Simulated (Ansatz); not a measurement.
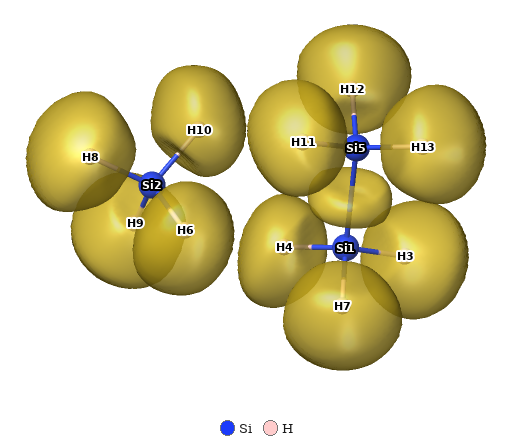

H$_{6}$Si$_{2}$···SiH$_{4}$. Isosurface of the electron localisation function at 0.8 (yellow), seen at a tilt. Only the valence region is drawn (cores and ρ < 0.01 e/Å³ removed).

The product side of a reaction path; geometry: PBE0-D4/def2-TZVP.

Level of theory: RKS PBE0-D4/def2-TZVPP in Ansatz 0.2.0.

The calculation's input:

```
crystal:
  periodic: [false, false, false]
  atoms:
    - {symbol: Si, position_ang: [-0.469794, -1.801034, 0.069731]}
    - {symbol: Si, position_ang: [0.691091, 1.855608, 1.451706]}
    - {symbol: H, position_ang: [-1.559951, -2.808003, -0.037732]}
    - {symbol: H, position_ang: [-0.734887, -0.951708, 1.262515]}
    - {symbol: Si, position_ang: [-0.388979, -0.509285, -1.879271]}
    - {symbol: H, position_ang: [1.658883, 0.807656, 1.038754]}
    - {symbol: H, position_ang: [0.819782, -2.513999, 0.272548]}
    - {symbol: H, position_ang: [1.386019, 3.165554, 1.531953]}
    - {symbol: H, position_ang: [0.122348, 1.511128, 2.778656]}
    - {symbol: H, position_ang: [-0.402488, 1.938537, 0.450079]}
    - {symbol: H, position_ang: [0.795365, 0.389386, -1.873060]}
    - {symbol: H, position_ang: [-1.618665, 0.318770, -2.000050]}
    - {symbol: H, position_ang: [-0.298724, -1.402609, -3.066028]}
basis:
  gaussian: {orbitals: def2-TZVPP}
hamiltonian: {xc: pbe0, dispersion: d4}
output: {orbitals: {seedname: orbitals}}
```

Launched as:

```sh
ansatz run in.yaml --threads 4 --pin off --events-out ev --progress --plain --max-ram 9574MiB
```

Q: Where are the electrons localised?

A: The surface consists of one region between bonded Si–Si atoms (shared pairs) and ten regions around hydrogen nuclei. Along the contacts the grid gives the following. Si2···H4 (3.15 Å): the ELF dips to about 0 between them (a non-bonded, intermolecular contact). Si–Si (2.34 Å): the ELF peaks at about 1 between the atoms; a covalent bond.
